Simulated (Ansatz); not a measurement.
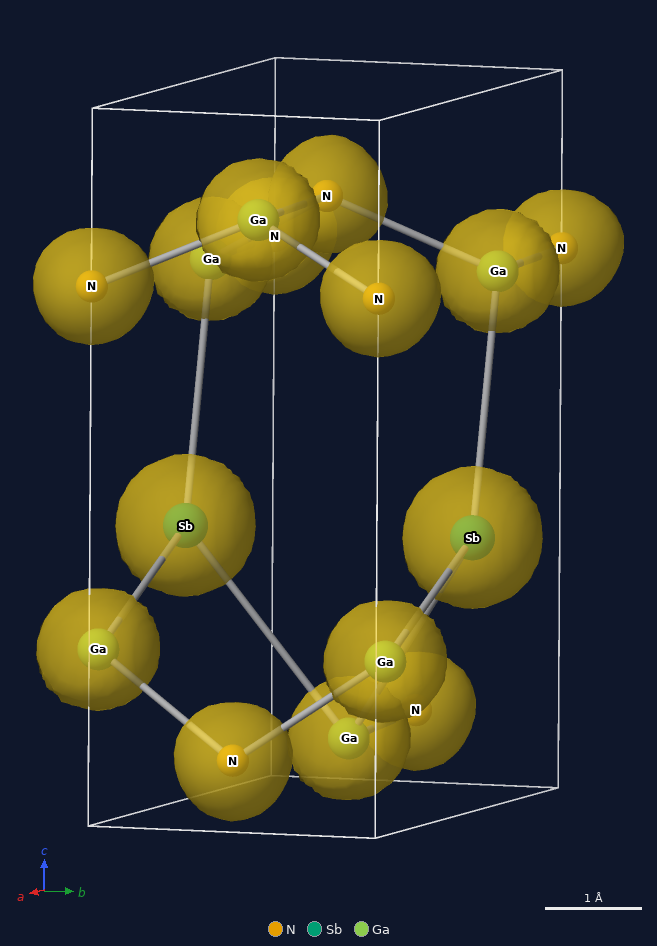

*Ga$_{4}$SbN$_{3}$. Isosurface of the valence pseudo-density at 1.5 e/Å³ (yellow), seen slightly off an axis. Sticks mark near contacts.*

Space group Pm; started from the ordered alloy on wurtzite lattice prototype, which need not be the ambient phase; computed pressure about 4 GPa in this cell.

All numbers below come from Ansatz 0.2.0, DFT, PBE, plane waves, PAW.

In a PAW calculation such maps are meaningful between the atoms, not at the nuclei.

What does this surface tell about the bonding?

At this value the density breaks into separate islands; it holds about 60 % of the electrons treated as valence (semicore included). It bridges none of the near contacts. It is pinched off along the sampled Ga–N (1.85 Å), Ga–Sb (2.71 Å), Ga–N (1.93 Å) and Ga–N (1.97 Å) contacts. On the grid the lowest density along these lines, outside the cores, is 0.91 e/Å³ (Ga–N, 1.85 Å), 0.36 e/Å³ (Ga–Sb, 2.71 Å), 0.76 e/Å³ (Ga–N, 1.93 Å) and 0.71 e/Å³ (Ga–N, 1.97 Å).
